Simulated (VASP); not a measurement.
Band structure of W (bcc). Calculation: AM05 GGA, VASP's PBE PAW potentials (set 64) (plane waves; VASP).

Unless said otherwise, spin-orbit coupling is left out, though it shifts the bands of the heavy elements here.

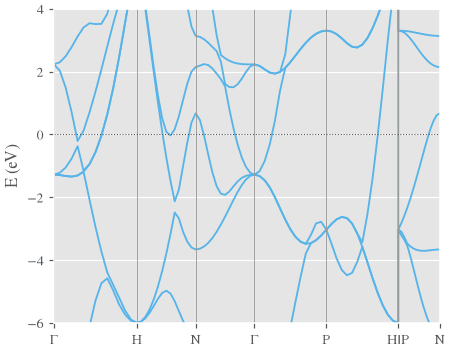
Bands along high-symmetry lines, zero at the valence-band maximum or, without a gap, the Fermi level

Read the plot: is there a gap, and where are the band edges?

It has no gap at this level: it comes out as a metal or semimetal. (Edges off the drawn lines would not show.)

The compound is W in the bcc structure. It was relaxed first.
